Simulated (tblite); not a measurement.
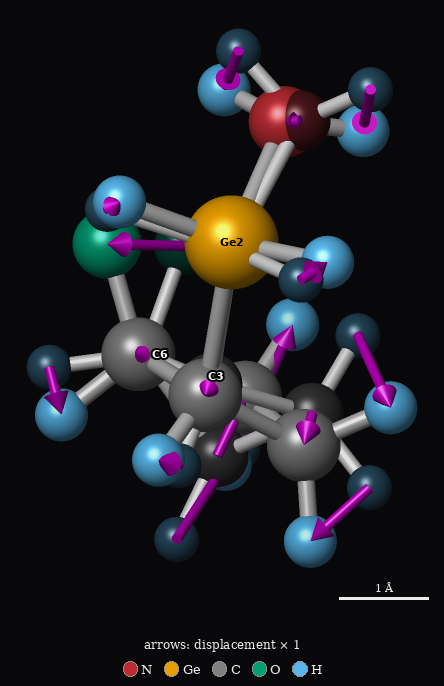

A relaxation of C₄H₁₀GeNO (multiplicity 2). The starting structure is drawn faded, the final one solid; purple arrows show the displacements, at their true length. The two geometries are superimposed by the best rigid fit.

The picture is a ball-and-stick view, seen from a free direction.

Computed with GFN2-xTB geometry optimisation, gas phase in tblite 0.8.0. 

Which element moves most?

Answer. Hydrogen: up to 1.62 Å, against 1.09 Å for oxygen.

Describe the change and its energy.

Answer. The atom that moves furthest after the best rigid fit is an H atom (1.62 Å). By element the largest moves are H 1.62 Å, O 1.09 Å, C 0.73 Å, N 0.21 Å, Ge 0.09 Å. Among the contacts that change: Ge–O 3.004 → 2.715 Å, C–O 1.397 → 1.297 Å, C–C 1.522 → 1.599 Å, C–Ge 1.937 → 2.008 Å. Bond angles that change, for instance: C–C–H 116.5° → 104.3°, Ge–N–H 108.0° → 118.6°, C–C–O 110.4° → 120.8°. After 117 geometry steps the energy has fallen by 29.7 kcal/mol. The run took 0.82 s on 1 thread of Arm Neoverse V1, with other jobs on the host.
